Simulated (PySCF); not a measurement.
## Electronic structure of C6H10N2OSi (SMILES CC(=O)N([SiH2]C#N)C1CC1) in real space

Input file:

```
{"job": {"kind": "nmr", "xc": "PBE0", "basis": "pcSseg-1"}, "charge": 0, "multiplicity": 1}
C     -1.249700    -2.044659     0.441886
C     -1.361170    -0.600496     0.065666
O     -2.428101     0.000427    -0.030563
N     -0.266171     0.126946    -0.204559
Si    -0.866136     1.730995    -0.671988
C     -1.549453     2.543160     0.861160
N     -1.933740     3.058812     1.808179
C      1.061062    -0.380522    -0.151102
C      2.165576     0.482604     0.373449
C      1.692080    -0.687821     1.178770
H     -2.244967    -2.474546     0.513861
H     -0.743664    -2.138538     1.400794
H     -0.667730    -2.582424    -0.304170
H      0.378492     2.447098    -0.983539
H     -1.766374     1.712985    -1.809545
H      1.302060    -1.043625    -0.979246
H      3.127042     0.428947    -0.113281
H      1.905924     1.465737     0.732396
H      2.322318    -1.560108     1.259214
H      1.117505    -0.474294     2.067159
```

Run with:

```sh
OMP_NUM_THREADS=1 python probes_run.py task.json out
```

Geometry: GFN2-xTB.

The calculation used PySCF 2.14.0, PBE0/pcSseg-1, SCF density, gas phase, non-relativistic.

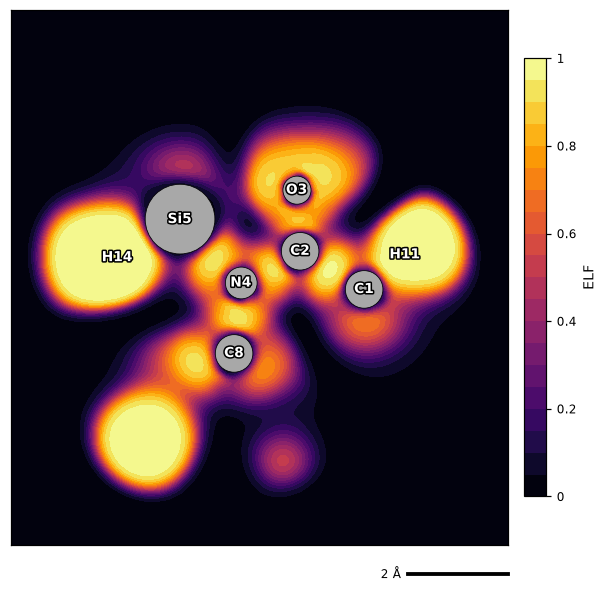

Figure 1. ELF on the plane of atoms C2, N4 and Si5. Grey discs cover the atomic cores.

> Read the bonding off the picture.

- The section cuts through C, O, N, Si and H sites.
- C–O (1.23 Å): the ELF peaks at about 0.85 between the atoms: a short, multiple covalent bond.
- C–C (1.50 Å): the ELF peaks at about 0.95 between the atoms: localised, covalent bonding.
- Si–N (1.78 Å): the ELF peaks at about 0.90 between the atoms (a polar covalent bond).
- C–H (1.09 Å): the ELF climbs to about 1 towards the hydrogen, as it does in any bond to H: a covalent bond by its length.
- Si–H (1.47 Å): the ELF climbs to about 1 towards the hydrogen.
- The ELF also peaks beside O3, away from the bonds: lone-pair regions.

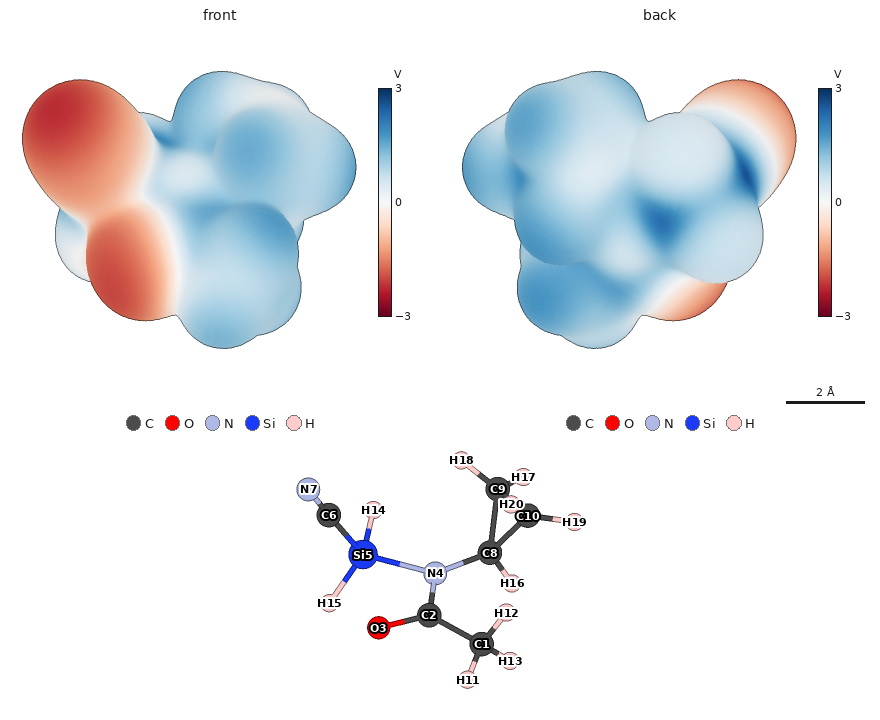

Figure 2. The electrostatic potential painted on the density surface at 0.004 e/bohr³, seen from the front and from behind; the colour scale runs from red (negative) to blue (positive). The bare structure is drawn below in the same view.

> Which sites attract a positive test charge, and which a negative one?

A positive charge is drawn to the negative regions and a negative charge to the positive ones. The most negative region (about −2.2 V) lies over N7, the most positive (about +2.2 V) over Si5. N7 is the likeliest acceptor of a hydrogen bond.

> How polar is the molecule by this calculation?

Its dipole moment is 6.46 D.
